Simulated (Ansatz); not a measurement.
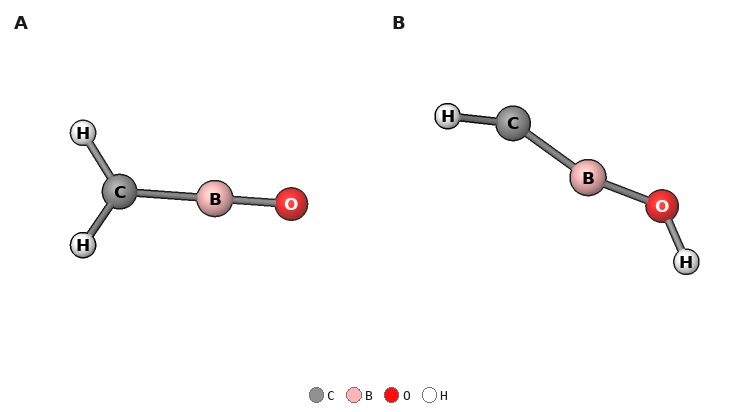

2 stationary structures of one formula. State: charge +1, singlet. Geometries: PBE-D4/def2-SVP. Electronic energies: PBE-D4/def2-SVP (Ansatz 0.2.0), without zero-point energy. No frequency run is at hand to confirm each as a minimum.

### Which structure is the most stable?

A is lowest; B lies 1.305 eV above it.
